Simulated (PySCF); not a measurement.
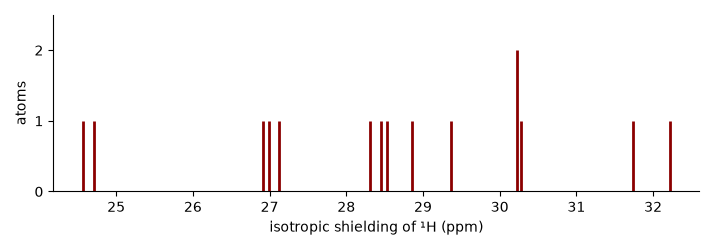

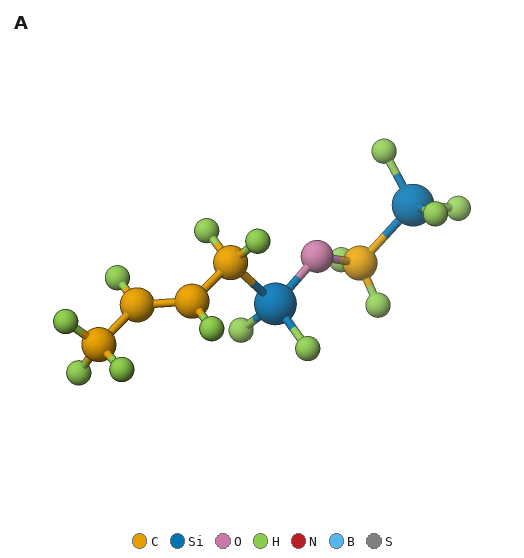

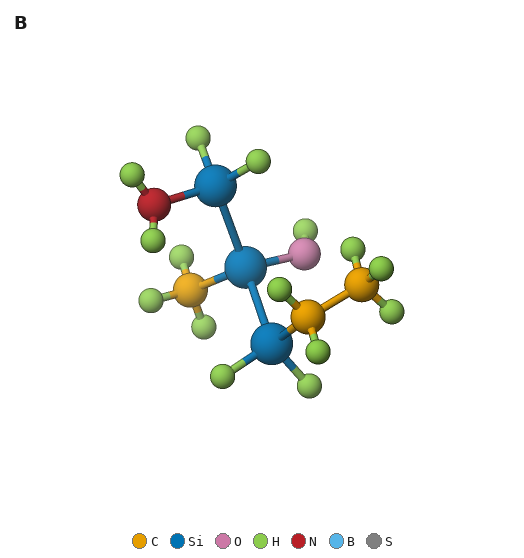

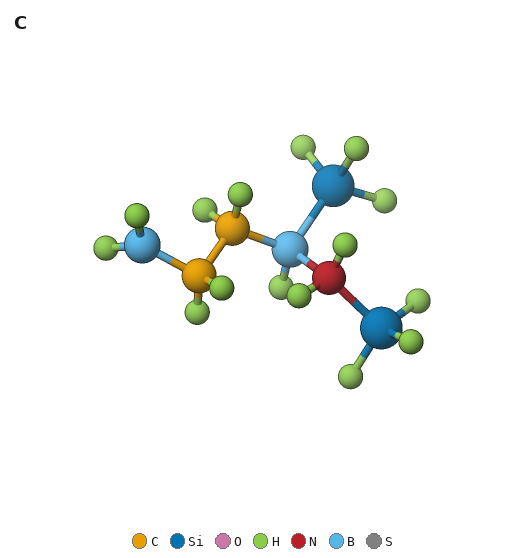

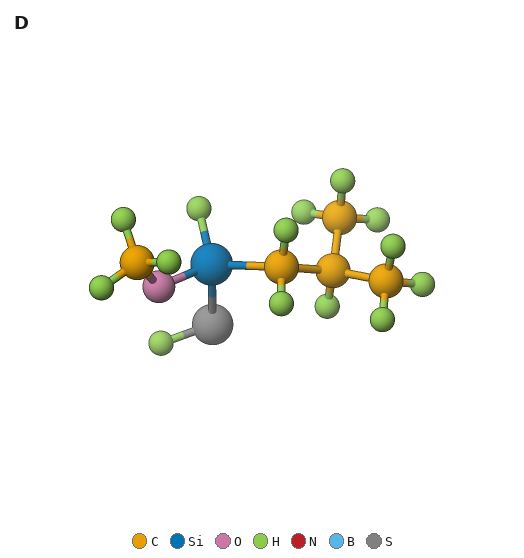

The sticks are computed shieldings of one of the molecules, for one fixed geometry (GFN2-xTB) without averaging over rotations. Low shielding means a high chemical shift. Method: GIAO PBE0/pcSseg-1 NMR shielding, non-relativistic, gas phase (PySCF 2.14.0).

Which molecule gives this pattern?

Answer. C, `BCC[B@@H-]([SiH3])[NH2+][SiH3]`. Its 15 H atoms give lines at 24.56, 24.71, 26.91, 26.99, 27.12, 28.31, 28.46, 28.53, 28.86, 29.37, 30.23 (2 atoms), 30.28, 31.74, 32.22 ppm.

The geometry is semi-empirical. Around B, Si such bond lengths and angles can be off by a tenth of an ångström or more and by several degrees, and values that hang on the shape move with them.
